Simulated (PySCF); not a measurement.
C2H7ClOSi, SMILES `CCO[SiH2]Cl`.

Level of theory: r2SCAN/6-31+G* (PySCF), at a geometry from GFN2-xTB. No frequency check shows the geometry to be a minimum. GFN2-xTB bond lengths at metals and heavier atoms can be off by up to 0.1 Å and shapes distorted, which carries into these values.

Geometry (Å), atoms numbered from 1:

```
C1       2.8957    0.4297   -0.2919
C2       1.6123    0.2857    0.5099
O3       0.7510   -0.6112   -0.1444
Si4     -0.8247   -0.9039    0.0063
Cl5     -1.8744    0.8202   -0.0591
H6       2.6733    0.8202   -1.2815
H7       3.5745    1.1095    0.2154
H8       3.3751   -0.5395   -0.4011
H9       1.8303   -0.1006    1.5128
H10      1.1179    1.2586    0.6158
H11     -1.1649   -1.5317    1.2802
H12     -1.0519   -1.7074   -1.1775
```

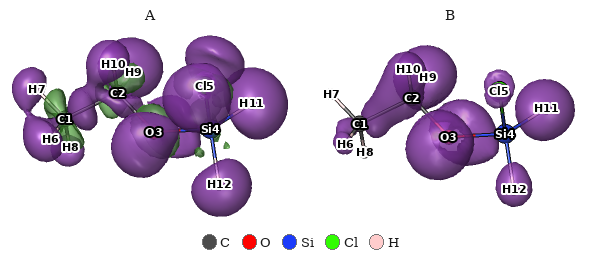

The Fukui function f⁻ from two separate SCF calculations and the density of the HOMO, at ±0.015 e/Å³ (purple positive, green negative).

Which panel is which, and how good is the frozen-orbital picture?

Answer. A is f⁻ (it has negative regions), B the HOMO density. The HOMO lies on O3 (47 %), C2 (12 %) and Si4 (10 %); f⁻ (Hirshfeld-condensed) is largest on Cl5 (0.20), O3 (0.15) and Si4 (0.12); the vertical ionisation energy is 10.16 eV. Relaxation shifts 38 % of the electron between atoms. The orbital energy is −7.26 eV.
